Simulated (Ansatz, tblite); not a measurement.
# Ge19H28 other rod (Ge₁₈BH₂₈): charged states by level of theory

Aim: the energy of removing and adding an electron for Ge19H28 other rod (Ge₁₈BH₂₈), by energy differences, and how well orbital energies stand in for it.

Computed with Ansatz 0.2.0, Gaussian basis. Level: as each input shows.

The runs, in order: charge +1 singlet, at the geometry of the doublet (PBE0-D4/def2-TZVP, PBE-D4/def2-TZVP, r2SCAN0-D4/def2-TZVP); charge -1 singlet, at the geometry of the doublet (PBE0-D4/def2-TZVP, PBE-D4/def2-TZVP, r2SCAN0-D4/def2-TZVP); the starting doublet's energies come from earlier runs.

1 further run of the same task is left out (set aside as unsound or not needed). Runs told in other sessions of the task aren't counted.

## (1) The structure

The geometry is that of the doublet, from an earlier relaxation (PBE-D4/def2-SVP).

47 atoms, charge 0, spin multiplicity 2.

Atoms are counted from 1 here; the program's logs count them from 0.

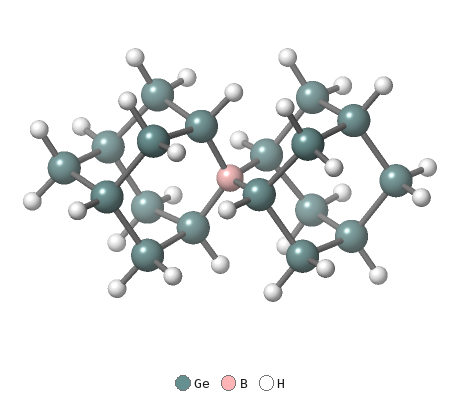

The structure; germanium teal, boron pink, hydrogen white.

## (2) Charge +1 singlet at the fixed geometry, PBE0-D4/def2-TZVP

The input, in.yaml:

```yaml
crystal:
  periodic: [false, false, false]
  atoms:
    - {symbol: Ge, position_ang: [-1.307584, -1.368690, -1.121610]}
    - {symbol: Ge, position_ang: [-1.371497, -1.392145, 3.965559]}
    - {symbol: Ge, position_ang: [-1.492235, 1.441675, -3.900761]}
    - {symbol: Ge, position_ang: [-1.139643, 1.291460, 0.976636]}
    - {symbol: Ge, position_ang: [1.371312, -1.393861, -3.965186]}
    - {symbol: Ge, position_ang: [1.307395, -1.368583, 1.122416]}
    - {symbol: Ge, position_ang: [1.139503, 1.290926, -0.976964]}
    - {symbol: Ge, position_ang: [1.492217, 1.443201, 3.900110]}
    - {symbol: Ge, position_ang: [-2.842232, -0.073987, -2.529686]}
    - {symbol: Ge, position_ang: [-0.064150, -2.853605, -2.633846]}
    - {symbol: Ge, position_ang: [-0.013867, 0.100635, -5.327632]}
    - {symbol: Ge, position_ang: [-2.683701, -0.006724, 2.440567]}
    - {symbol: Ge, position_ang: [0.063704, -2.852947, 2.635052]}
    - {symbol: B, position_ang: [0.000362, -0.222992, 0.000257]}
    - {symbol: Ge, position_ang: [0.013902, 0.102671, 5.327460]}
    - {symbol: Ge, position_ang: [-0.057133, 2.824529, -2.477105]}
    - {symbol: Ge, position_ang: [0.057441, 2.825867, 2.476021]}
    - {symbol: Ge, position_ang: [2.683518, -0.007785, -2.440833]}
    - {symbol: Ge, position_ang: [2.842228, -0.073084, 2.529820]}
    - {symbol: H, position_ang: [-2.162732, -2.308817, -0.210528]}
    - {symbol: H, position_ang: [-2.362732, -2.190651, 4.870812]}
    - {symbol: H, position_ang: [-2.377320, 2.345580, -4.815455]}
    - {symbol: H, position_ang: [-2.033201, 2.091292, -0.024056]}
    - {symbol: H, position_ang: [2.362370, -2.193195, -4.869835]}
    - {symbol: H, position_ang: [2.162995, -2.308996, 0.211954]}
    - {symbol: H, position_ang: [2.033679, 2.091175, 0.022816]}
    - {symbol: H, position_ang: [2.377330, 2.347189, 4.814715]}
    - {symbol: H, position_ang: [-3.663532, -1.007409, -3.470464]}
    - {symbol: H, position_ang: [-3.857282, 0.747790, -1.681662]}
    - {symbol: H, position_ang: [-1.020906, -3.642863, -3.575795]}
    - {symbol: H, position_ang: [0.796206, -3.879455, -1.840476]}
    - {symbol: H, position_ang: [-0.862211, -0.759545, -6.311389]}
    - {symbol: H, position_ang: [0.905975, 1.028323, -6.176138]}
    - {symbol: H, position_ang: [-3.652251, -0.818676, 1.533686]}
    - {symbol: H, position_ang: [-3.509288, 1.076383, 3.205471]}
    - {symbol: H, position_ang: [-0.796594, -3.879320, 1.842225]}
    - {symbol: H, position_ang: [1.020585, -3.641554, 3.577441]}
    - {symbol: H, position_ang: [-0.905851, 1.030362, 6.176083]}
    - {symbol: H, position_ang: [0.862361, -0.757507, 6.311128]}
    - {symbol: H, position_ang: [-0.856792, 3.913565, -1.707794]}
    - {symbol: H, position_ang: [1.007745, 3.547673, -3.357367]}
    - {symbol: H, position_ang: [-1.007191, 3.549894, 3.355942]}
    - {symbol: H, position_ang: [0.857161, 3.914287, 1.705809]}
    - {symbol: H, position_ang: [3.651955, -0.819477, -1.533636]}
    - {symbol: H, position_ang: [3.509107, 1.075091, -3.205987]}
    - {symbol: H, position_ang: [3.663826, -1.005702, 3.471242]}
    - {symbol: H, position_ang: [3.857077, 0.747993, 1.680954]}
basis:
  gaussian: {orbitals: def2-TZVP, fitting: {mean_field: def2-universal-jkfit}}
total_charge: 1
hamiltonian: {xc: pbe0, dispersion: d4}
scf: {omitted_lower_state_checks: [starts]}
output: {orbitals: {seedname: orbitals}}
```

Started as:

```
$ ansatz run in.yaml --threads 11 --pin off --events-out ev --progress --plain --max-ram 174080MiB --backend cuda --devices 0, --max-vram 75GiB
```

The program printed:

```text
Functional definition: PBE0
  name "PBE0"
  cite "Adamo & Barone, J. Chem. Phys. 110, 6158 (1999) doi:10.1063/1.478522"
  cite "Perdew, Burke & Ernzerhof, Phys. Rev. Lett. 77, 3865 (1996) doi:10.1103/PhysRevLett.77.3865"
  parent pbe
  parameter a = 0.25
  parameter kappa = 0.804
  parameter beta = 0.06672455060314922
  exchange = (1 - a)*pbe_x(kappa = kappa, mu = beta*pi^2/3) + a*exact_x
  correlation = pbe_c(beta = beta)
these checks for a lower state are left out or cut short: starts
5367 factors; integrals over basis functions are off by at most 6.2e-1 eV
mean field evaluation 1: about -1018325.7530 eV, gradient 7.1e1 eV
mean field evaluation 2: about -1018304.1050 eV, gradient 1.0e2 eV
mean field evaluation 4: about -1018333.1852 eV, gradient 7.5e0 eV
mean field evaluation 8: about -1018333.3307 eV, gradient 8.1e-1 eV
mean field evaluation 16: about -1018333.2915 eV, gradient 7.5e-3 eV
mean field -1018333.29151224 eV, -37423.0582119785 hartree, gradient 3.0e-5 eV, S^2 0.000000; 0 other end points of the search recorded, 0 dependent functions left out
reference -1018333.29159262 eV, -37423.0582149325 hartree; 304, 304 occupied and 759, 759 virtual orbitals, 5367 factors
Total energy: -1018336.08454313 eV, -37423.1608539705 hartree
Checks for a lower state left out: starts
```

Wall time 16 s (1 × H100 with 11 threads of AMD EPYC 7R13, shared host).

From the report: HOMO -9.90 eV, LUMO -8.42 eV.

## (3) Charge +1 singlet at the fixed geometry, PBE-D4/def2-TZVP

start.molden holds the orbitals of an earlier run on this state, given as this run's starting guess.

Edit in.yaml of step 2 so:

```diff
@@ -51,5 +51,5 @@
 basis:
-  gaussian: {orbitals: def2-TZVP, fitting: {mean_field: def2-universal-jkfit}}
+  gaussian: {orbitals: def2-TZVP, fitting: {mean_field: def2-universal-jkfit}, initial_orbitals: start.molden}
 total_charge: 1
-hamiltonian: {xc: pbe0, dispersion: d4}
+hamiltonian: {xc: pbe, dispersion: d4}
 scf: {omitted_lower_state_checks: [starts]}
```

Launched as before.

The program printed:

```text
Functional definition: PBE
  name "PBE"
  cite "Perdew, Burke & Ernzerhof, Phys. Rev. Lett. 77, 3865 (1996) doi:10.1103/PhysRevLett.77.3865"
  parent pbe
  parameter kappa = 0.804
  parameter beta = 0.06672455060314922
  exchange = pbe_x(kappa = kappa, mu = beta*pi^2/3)
  correlation = pbe_c(beta = beta)
these checks for a lower state are left out or cut short: starts
5367 factors; integrals over basis functions are off by at most 6.2e-1 eV
mean field evaluation 1: about -1018305.0446 eV, gradient 3.4e1 eV
mean field evaluation 2: about -1018306.0395 eV, gradient 1.2e0 eV
mean field evaluation 4: about -1018306.0030 eV, gradient 1.5e-1 eV
mean field evaluation 8: about -1018306.0030 eV, gradient 2.6e-5 eV
mean field -1018306.00304378 eV, -37422.0553792595 hartree, gradient 2.6e-5 eV, S^2 0.000000; 0 other end points of the search recorded, 0 dependent functions left out
reference -1018306.00315249 eV, -37422.0553832543 hartree; 304, 304 occupied and 759, 759 virtual orbitals, 5367 factors
Total energy: -1018309.06982856 eV, -37422.1680815211 hartree
Checks for a lower state left out: starts
```

Wall time 9 s (1 × H100 with 11 threads of AMD EPYC 7R13, shared host).

From the report: HOMO -8.94 eV, LUMO -8.69 eV.

## (4) Charge +1 singlet at the fixed geometry, r2SCAN0-D4/def2-TZVP

Edit in.yaml of step 3 so:

```diff
@@ -53,3 +53,3 @@
 total_charge: 1
-hamiltonian: {xc: pbe, dispersion: d4}
+hamiltonian: {xc: {name: r2SCAN0}, dispersion: d4}
 scf: {omitted_lower_state_checks: [starts]}
```

Same command.

The program printed, shortened:

```text
Functional definition: r2SCAN0
  name "r2SCAN0"
  cite "Bursch, Neugebauer, Ehlert & Grimme, J. Chem. Phys. 156, 134105 (2022) doi:10.1063/5.0086040"
  cite "Furness, Kaplan, Ning, Perdew & Sun, J. Phys. Chem. Lett. 11, 8208 (2020) doi:10.1021/acs.jpclett.0c02405"
  cite "Furness, Kaplan, Ning, Perdew & Sun, J. Phys. Chem. Lett. 11, 9248 (2020) doi:10.1021/acs.jpclett.0c03077"
  parent r2scan
[...]
5367 factors; integrals over basis functions are off by at most 6.2e-1 eV
[...]
mean field -1018448.93823643 eV, -37427.3081507045 hartree, gradient 1.4e-5 eV, S^2 0.000000; 0 other end points of the search recorded, 0 dependent functions left out
reference -1018448.93826057 eV, -37427.3081515916 hartree; 304, 304 occupied and 759, 759 virtual orbitals, 5367 factors
Total energy: -1018450.00209289 eV, -37427.3472467079 hartree
Checks for a lower state left out: starts
```

Wall time 16 s (1 × H100 with 11 threads of AMD EPYC 7R13, shared host).

HOMO -10.05 eV, LUMO -8.51 eV.

## (5) Vertical ionisation energy

Charged state less starting state, doublet to singlet; the starting state's energies are those of its earlier runs.

| level | vertical ionisation energy (eV) | time |
| --- | --- | --- |
| PBE-D4/def2-TZVP | +7.22 | 20 s |
| PBE0-D4/def2-TZVP | +7.55 | 38 s |
| r2SCAN0-D4/def2-TZVP | +7.69 | 46 s |

Times add the two runs; a level without a time comes out of a correlated run.

Beside −ε(HOMO) of the starting state (over both spins):

| level | −ε(HOMO) (eV) | by difference (eV) | mismatch (eV) |
| --- | --- | --- | --- |
| PBE-D4/def2-TZVP | 5.59 | 7.22 | -1.62 |
| PBE0-D4/def2-TZVP | 6.54 | 7.55 | -1.01 |
| r2SCAN0-D4/def2-TZVP | 6.76 | 7.69 | -0.93 |

## (6) Charge -1 singlet at the fixed geometry, PBE0-D4/def2-TZVP

Edit in.yaml of step 4 so:

```diff
@@ -51,5 +51,5 @@
 basis:
-  gaussian: {orbitals: def2-TZVP, fitting: {mean_field: def2-universal-jkfit}, initial_orbitals: start.molden}
-total_charge: 1
-hamiltonian: {xc: {name: r2SCAN0}, dispersion: d4}
+  gaussian: {orbitals: def2-TZVP, fitting: {mean_field: def2-universal-jkfit}}
+total_charge: -1
+hamiltonian: {xc: pbe0, dispersion: d4}
 scf: {omitted_lower_state_checks: [starts]}
```

Same command.

The program printed, shortened:

```text
Functional definition: PBE0
  name "PBE0"
  cite "Adamo & Barone, J. Chem. Phys. 110, 6158 (1999) doi:10.1063/1.478522"
  cite "Perdew, Burke & Ernzerhof, Phys. Rev. Lett. 77, 3865 (1996) doi:10.1103/PhysRevLett.77.3865"
  parent pbe
[...]
5367 factors; integrals over basis functions are off by at most 6.2e-1 eV
[...]
mean field -1018344.48985923 eV, -37423.4697436397 hartree, gradient 2.4e-5 eV, S^2 0.000000; 0 other end points of the search recorded, 0 dependent functions left out
reference -1018344.48993719 eV, -37423.4697465049 hartree; 305, 305 occupied and 758, 758 virtual orbitals, 5367 factors
Total energy: -1018347.40670653 eV, -37423.5769358011 hartree
Checks for a lower state left out: starts
```

Wall time 13 s (1 × H100 with 11 threads of AMD EPYC 7R13, shared host).

Report: HOMO -2.76 eV, LUMO 1.73 eV.

## (7) Charge -1 singlet at the fixed geometry, PBE-D4/def2-TZVP

Edit in.yaml of step 6 so:

```diff
@@ -51,5 +51,5 @@
 basis:
-  gaussian: {orbitals: def2-TZVP, fitting: {mean_field: def2-universal-jkfit}}
+  gaussian: {orbitals: def2-TZVP, fitting: {mean_field: def2-universal-jkfit}, initial_orbitals: start.molden}
 total_charge: -1
-hamiltonian: {xc: pbe0, dispersion: d4}
+hamiltonian: {xc: pbe, dispersion: d4}
 scf: {omitted_lower_state_checks: [starts]}
```

Same command.

The program printed:

```text
Functional definition: PBE
  name "PBE"
  cite "Perdew, Burke & Ernzerhof, Phys. Rev. Lett. 77, 3865 (1996) doi:10.1103/PhysRevLett.77.3865"
  parent pbe
  parameter kappa = 0.804
  parameter beta = 0.06672455060314922
  exchange = pbe_x(kappa = kappa, mu = beta*pi^2/3)
  correlation = pbe_c(beta = beta)
these checks for a lower state are left out or cut short: starts
5367 factors; integrals over basis functions are off by at most 6.2e-1 eV
mean field evaluation 1: about -1018315.7965 eV, gradient 3.4e1 eV
mean field evaluation 2: about -1018316.7725 eV, gradient 1.1e0 eV
mean field evaluation 4: about -1018316.7269 eV, gradient 1.3e-1 eV
mean field evaluation 8: about -1018316.7270 eV, gradient 2.3e-5 eV
mean field -1018316.72696812 eV, -37422.4494762100 hartree, gradient 2.3e-5 eV, S^2 0.000000; 0 other end points of the search recorded, 0 dependent functions left out
reference -1018316.72706831 eV, -37422.4494798920 hartree; 305, 305 occupied and 758, 758 virtual orbitals, 5367 factors
Total energy: -1018319.93033920 eV, -37422.5671979259 hartree
Checks for a lower state left out: starts
```

Wall time 9.5 s (1 × H100 with 11 threads of AMD EPYC 7R13, shared host).

From the report: HOMO -1.97 eV, LUMO 1.03 eV.

## (8) Charge -1 singlet at the fixed geometry, r2SCAN0-D4/def2-TZVP

Edit in.yaml of step 7 so:

```diff
@@ -53,3 +53,3 @@
 total_charge: -1
-hamiltonian: {xc: pbe, dispersion: d4}
+hamiltonian: {xc: {name: r2SCAN0}, dispersion: d4}
 scf: {omitted_lower_state_checks: [starts]}
```

The command is unchanged.

The program printed, shortened:

```text
Functional definition: r2SCAN0
  name "r2SCAN0"
  cite "Bursch, Neugebauer, Ehlert & Grimme, J. Chem. Phys. 156, 134105 (2022) doi:10.1063/5.0086040"
  cite "Furness, Kaplan, Ning, Perdew & Sun, J. Phys. Chem. Lett. 11, 8208 (2020) doi:10.1021/acs.jpclett.0c02405"
  cite "Furness, Kaplan, Ning, Perdew & Sun, J. Phys. Chem. Lett. 11, 9248 (2020) doi:10.1021/acs.jpclett.0c03077"
  parent r2scan
[...]
5367 factors; integrals over basis functions are off by at most 6.2e-1 eV
[...]
mean field -1018460.33671825 eV, -37427.7270371851 hartree, gradient 1.2e-5 eV, S^2 0.000000; 0 other end points of the search recorded, 0 dependent functions left out
reference -1018460.33674202 eV, -37427.7270380586 hartree; 305, 305 occupied and 758, 758 virtual orbitals, 5367 factors
Total energy: -1018461.45568843 eV, -37427.7681585808 hartree
Checks for a lower state left out: starts
```

Run time: 15 s. Hardware: 1 × H100 with 11 threads of AMD EPYC 7R13, shared host.

From the report: HOMO -2.86 eV, LUMO 1.81 eV.

## (9) Vertical electron affinity

Starting state less charged state (positive: the electron is bound), doublet to singlet; the starting state's energies are those of its earlier runs.

| level | vertical electron affinity (eV) | time |
| --- | --- | --- |
| PBE-D4/def2-TZVP | +3.64 | 20 s |
| PBE0-D4/def2-TZVP | +3.77 | 34 s |
| r2SCAN0-D4/def2-TZVP | +3.76 | 45 s |

Times add the two runs; a level without a time comes out of a correlated run.

Beside −ε(LUMO) of the starting state (over both spins):

| level | −ε(LUMO) (eV) | by difference (eV) | mismatch (eV) |
| --- | --- | --- | --- |
| PBE-D4/def2-TZVP | 5.16 | 3.64 | +1.52 |
| PBE0-D4/def2-TZVP | 4.65 | 3.77 | +0.87 |
| r2SCAN0-D4/def2-TZVP | 4.58 | 3.76 | +0.81 |

## (10) Results

```
                                            quantity                                  value
vertical ionisation energy, functionals in def2-TZVP  7.22 (PBE-D4) to 7.69 eV (r2SCAN0-D4)
vertical electron affinity, functionals in def2-TZVP     3.64 (PBE-D4) to 3.77 eV (PBE0-D4)
```

The vertical ionisation energy spans 7.22 to 7.69 eV over the functionals. −ε(HOMO) misses the level's own difference by -0.93 eV at best (r2SCAN0-D4) and -1.62 eV at worst (PBE-D4). The vertical electron affinity spans 3.64 to 3.77 eV over the functionals. −ε(LUMO) misses the level's own difference by +0.81 eV at best (r2SCAN0-D4) and +1.52 eV at worst (PBE-D4). The charged states' spins were chosen beforehand and needn't be their lowest.
